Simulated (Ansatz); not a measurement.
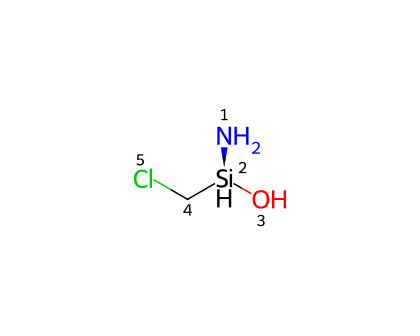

Skeletal drawing with numbered atoms; wedges and dashes mark any stereocentres. The configuration is that of a computed structure (PBE0-D4/def2-TZVP).

What are the Cahn–Ingold–Prelog descriptors?

Si2: S.

Give a SMILES with the stereochemistry.

N[Si@@H](O)CCl
